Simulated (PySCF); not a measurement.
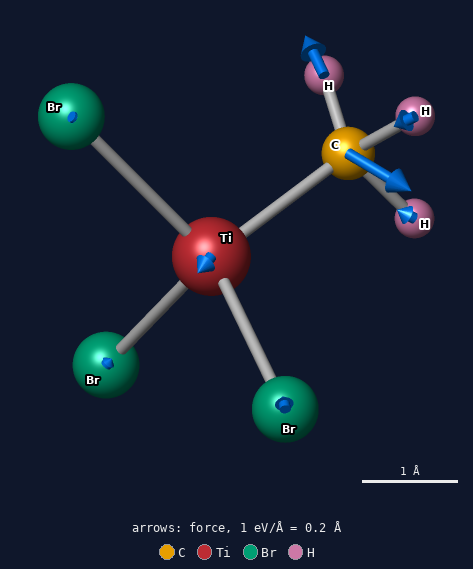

Starting geometry of CH3Br3Ti with the computed forces as blue arrows. A ball-and-stick model, seen from a free direction.

The start comes from GFN2-xTB. Its atoms were then displaced at random by about 0.03 Å.

Level of theory: PBE0-D3(BJ)/def2-SVP geometry optimisation, gas phase (PySCF). 

What follows when this structure is relaxed?

Answer. It isn't relaxed: the largest force vector, on the C atom, is 4.34 eV/Å. The final displacements follow the starting forces only in part (cosine between the two patterns 0.31). The largest move after the best rigid fit is that of a Br atom, 0.18 Å. By element the largest moves are Br 0.18 Å, H 0.17 Å, C 0.10 Å, Ti 0.06 Å. Near-neighbour distances that change, for instance: Br–Ti 2.405 → 2.322 Å, C–H 1.033 → 1.103 Å, C–H 1.161 → 1.102 Å, Br–Ti 2.354 → 2.315 Å. Bond angles that change, for instance: Ti–C–H 119.0° → 107.8°, H–C–H 102.0° → 110.8°, C–Ti–Br 114.1° → 106.1°. After 8 geometry steps the energy has fallen by 7.73 kcal/mol. The run took 2.8 min on 1 thread of Intel(R) Xeon(R) Platinum 8488C, with other jobs on the host.
